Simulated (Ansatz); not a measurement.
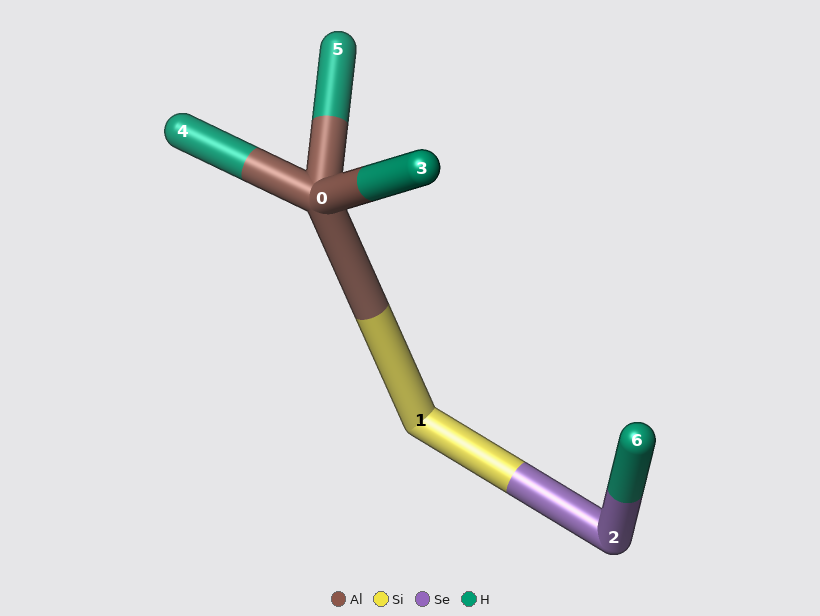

Starting geometry of the run. Atoms are numbered from 0, in the order of the input.

The calculation was set up as follows.

```yaml
crystal:
  periodic: [false, false, false]
  atoms:
    - {symbol: Al, position_ang: [-1.609254, 0.485364, 0.036392]}
    - {symbol: Si, position_ang: [0.932036, 0.446023, 0.277821]}
    - {symbol: Se, position_ang: [2.148290, -1.269840, -0.304193]}
    - {symbol: H, position_ang: [-2.062361, -0.883325, -0.577675]}
    - {symbol: H, position_ang: [-2.272812, 1.815142, 0.521499]}
    - {symbol: H, position_ang: [-2.465178, 0.400613, 1.289632]}
    - {symbol: H, position_ang: [0.981891, -2.056689, -0.746487]}
basis:
  gaussian: {orbitals: def2-SVP}
total_charge: 1
hamiltonian: {xc: pbe, dispersion: d4}
relax: {f_tol: 0.03, max_steps: 250}
```

It was started with:

```sh
ansatz run in.yaml --threads 2 --pin off --events-out ev --progress --plain --max-ram 4352MiB
```

Result (its end):

```
967 factors; their error is unknown
mean field -79850.64517813 eV, -2934.4570855849 hartree, gradient 1.8e-5 eV, S^2 0.000000; 1 other end points of the search recorded, 0 dependent functions left out
the calculation of the forces begins
reference -79850.64521799 eV, -2934.4570870499 hartree; 32, 32 occupied and 56, 56 virtual orbitals, 967 factors
Total energy: -79850.79430993 eV, -2934.4625660777 hartree
Atom 0 at    -2.017343     0.760453     0.528236 Å, force    -0.000488     0.007262    -0.000803 eV/Å
Atom 1 at     0.398047     0.062037     0.585583 Å, force     0.006087    -0.009791     0.011331 eV/Å
Atom 2 at     1.901301    -1.344362    -0.290661 Å, force     0.001019     0.011867    -0.012694 eV/Å
Atom 3 at    -0.887050    -0.475634    -0.321368 Å, force    -0.001759    -0.003673    -0.002935 eV/Å
Atom 4 at    -2.029676     1.990171    -0.459014 Å, force    -0.005578     0.012284    -0.002152 eV/Å
Atom 5 at    -2.678563    -0.058007     1.703805 Å, force    -0.000259    -0.005880    -0.002332 eV/Å
Atom 6 at     0.965895    -1.997370    -1.249592 Å, force     0.000979    -0.012070     0.009585 eV/Å
Dipole moment:    -0.924963     0.332413     0.031536 e Å
```
